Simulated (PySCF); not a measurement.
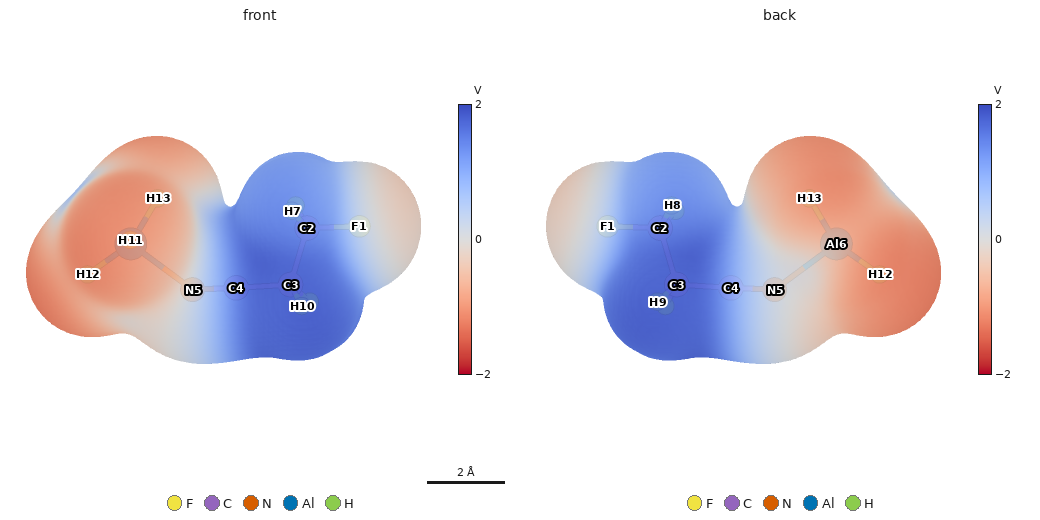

Figure 1: C3H7AlFN (SMILES FCCC#[N+][AlH3-]). The electrostatic potential painted on the density surface at 0.001 e/bohr³, seen from the front and from behind; red is negative and blue positive.

Geometry: GFN2-xTB.

These are results of PySCF, PBE0/pcSseg-1, SCF density, gas phase, non-relativistic, not measurements.

The calculation's input:

```
{"job": {"kind": "nmr", "xc": "PBE0", "basis": "pcSseg-1"}, "charge": 0, "multiplicity": 1}
F     -3.173082    -0.554120     0.731243
C     -1.816441    -0.574807     0.576017
C     -1.329896     0.868697     0.361744
C      0.072536     0.884707     0.106561
N      1.199225     0.872497    -0.108510
Al     2.754484    -0.386649    -0.084631
H     -1.386547    -1.011791     1.482181
H     -1.593475    -1.203995    -0.291156
H     -1.860335     1.305996    -0.490793
H     -1.547807     1.469977     1.250382
H      2.846930    -0.437896     1.484400
H      3.871160     0.332427    -0.897049
H      1.958861    -1.564557    -0.773893
```

Launched as:

```sh
OMP_NUM_THREADS=1 python probes_run.py task.json out
```

Where is the surface potential most negative and most positive?

The most negative region (about −1.2 V) lies over H12, the most positive (about +1.8 V) over C3, C4, H9 and H10.
